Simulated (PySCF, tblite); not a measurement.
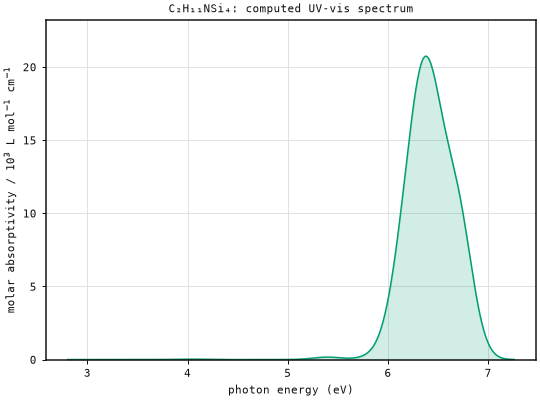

Computed absorption of C₂H₁₁NSi₄, SMILES C=N[Si@H]1C[SiH2][SiH2][SiH2]1. Vertical TDDFT excitations, CAM-B3LYP/def2-SVPD in PySCF, at a GFN2-xTB geometry (a minimum by its frequencies), gas phase. Only the first 8 singlet excitations are included; each is broadened by a Gaussian of 1/e half-width 0.20 eV.

Where is the lowest singlet, and is it bright?

Answer. S1 lies at 4.01 eV (310 nm) with f = 0.000, mixed, the largest part being HOMO → LUMO (47 %); it is dark or nearly so.

Does any vertical transition fall in the visible?

Answer. No singlet lies below 3.1 eV (beyond 400 nm), so at this level no vertical transition falls in the visible.

Caveats: the tight-binding geometry is rougher than a DFT one and adds to the error; one conformer of a flexible molecule; core orbitals are frozen in the response.
